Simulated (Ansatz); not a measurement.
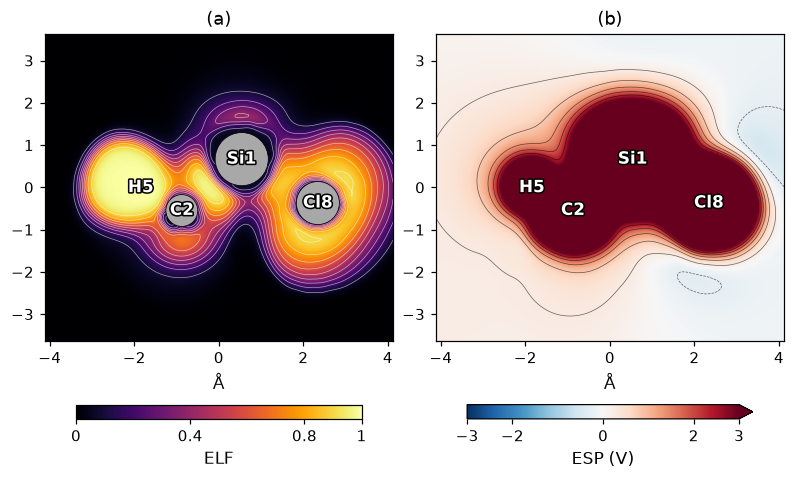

*CH4Cl2Si. (a) electron localisation function; (b) molecular electrostatic potential on the plane of atoms Si1, C2 and H5. Grey discs cover the atomic cores in the ELF map.*

The calculation used RKS PBE-D4/def2-SVP in Ansatz.

```xyz
8

Si    0.0042    0.0091    0.0062
C    -0.0108    0.0017    1.8733
H    -1.0503   -0.0775    2.2487
H     0.5708   -0.8601    2.2586
H     0.4361    0.9379    2.2648
H     1.3772    0.1157   -0.5801
Cl   -1.1070    1.6240   -0.6869
Cl   -0.8499   -1.7508   -0.6981
```

### Read the bonding off the picture.

The plane passes through Si, C, H and Cl nuclei.
C–Si (1.87 Å): the ELF peaks at about 0.95 between the atoms; a covalent bond.
Si–Cl (2.08 Å): the ELF peaks at about 0.85 between the atoms (a shared but strongly polarised pair).
C–H (1.11 Å): the ELF climbs to about 1 towards the hydrogen, as it does in any bond to H (a covalent bond by its length).
The ELF also peaks beside Cl8, away from the bonds: lone-pair regions.
Outside the dense part of the molecule the potential is most negative (−0.5 V) near Cl8.
